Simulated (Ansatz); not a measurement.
## Response to strain in Al2O3

Consider Al$_{2}$O$_{3}$ in the corundum structure (space group R-3c, No. 167; a = 4.729 Å, c = 12.892 Å (hexagonal axes)). Axes: x lies along a and z along c of the hexagonal cell.

Strains are applied to the cell and any free atomic positions relax.

Level of theory: LDA, PAW, 420 eV (Ansatz, an electronic-structure program; no spin-orbit coupling).

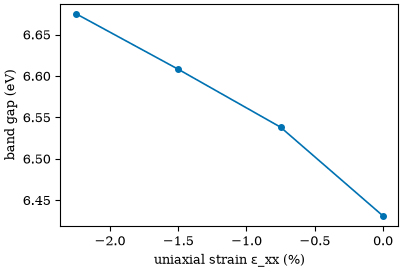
Band gap against uniaxial strain ε_xx

**Question.** From the plot, what is the band gap for uniaxial strain ε_xx = −2.25 %?

**Answer.** About 6.68 eV.

**Question.** Is the trend monotonic over the range shown?

**Answer.** Yes, it falls throughout, spanning 6.43 eV to 6.68 eV.

Whether these cells are dynamically stable was not tested.
